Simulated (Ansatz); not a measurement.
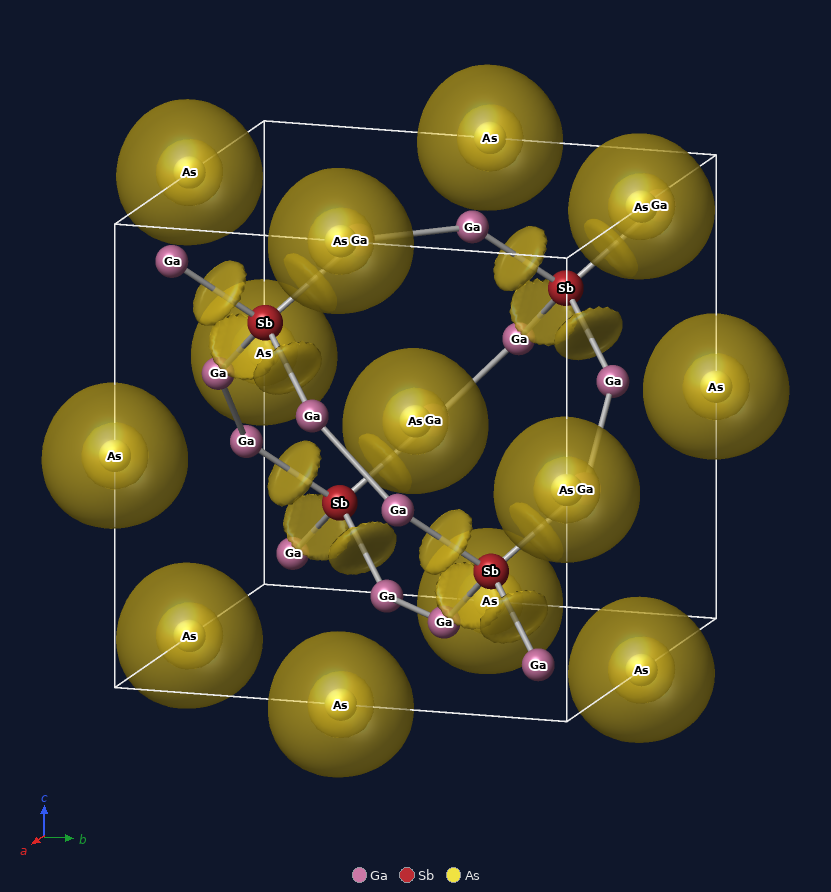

Ga₄SbAs. Isosurface of the ELF at 0.6 (yellow), seen slightly off an axis. Only the valence region is drawn (cores and ρ < 0.01 e/Å³ removed). Sticks mark near contacts.

Space group F-43m; a structure generated by program, which may or may not match a known phase.

The calculation used DFT PBE, scalar-relativistic, plane waves, PAW (Ansatz 0.2.0).

In a PAW calculation such maps are meaningful between the atoms, not at the nuclei.

Describe the localisation domains.

At this value the surface marks out 16 regions between bonded Ga–Sb atoms and four regions wrapped around As (the valence shell of each), counted in one cell of 24 atoms. Any copies at cell faces, edges or corners count once.

Values along the shortest contacts:
Ga–Ga (2.57 Å): the ELF is about 0.50 at the midpoint. Ga–Sb (2.59 Å): the ELF peaks at about 0.65 between the atoms.
